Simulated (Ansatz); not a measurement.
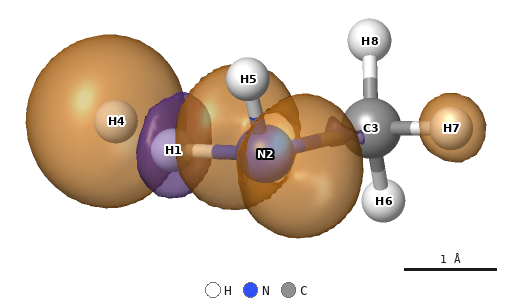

CH₅N···H (doublet). Isosurfaces of the spin density (α minus β) at +0.03 (orange) and −0.03 e/Å³ (purple), seen from one side.

A transition-state structure; geometry: PBE0-D4/def2-TZVP.

All numbers below come from Ansatz, UKS PBE0-D4/def2-TZVPP.

```xyz
8

H    -1.1918   -0.3942    0.6084
N    -0.6054    0.5576    0.0056
C     0.7939    0.2011   -0.1034
H    -1.5033   -1.2411    0.8001
H    -1.0317    0.4717   -0.9191
H     1.2362    0.1401    0.8923
H     1.3090    1.0010   -0.6480
H     0.9930   -0.7362   -0.6359
```

> Where is the unpaired spin?

The unpaired spin (1 electron) lies mostly on N2 (about 0.5) and H4 (about 0.4), in electrons by Hirshfeld's partition.
